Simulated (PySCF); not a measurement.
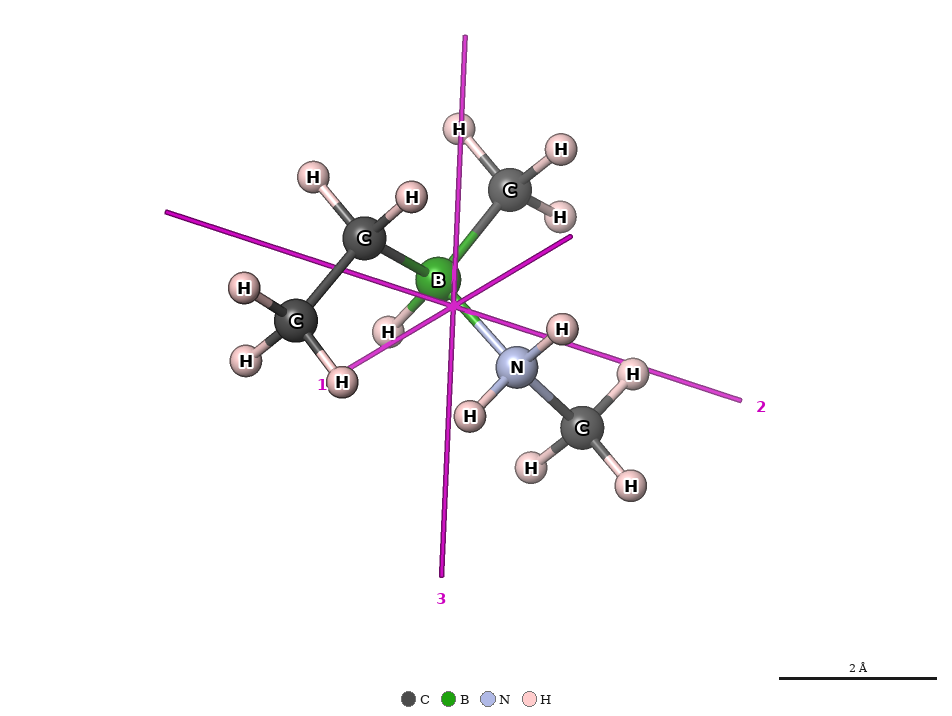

The three principal axes of inertia are drawn and numbered. Depth is shown by fading: the farther an atom, the more it takes the colour of the background. The geometry was computed by an optimisation with PBE0-D3(BJ)/def2-SVP. No frequency run is at hand to confirm it as a minimum. Masses are those of the most abundant isotopes; constants are for the rigid equilibrium geometry.

Q: Which line is the a axis (least moment of inertia), which b and which c?

A: a is line 2, b is line 3, c is line 1; the moments are 121, 228, 319 u Å².

Q: Classify the rotor and give the rotational constants (GHz).

A: An asymmetric top (C1): A = 4.16, B = 2.22, C = 1.58 GHz. Ray's parameter κ is −0.51, nearer the prolate limit.
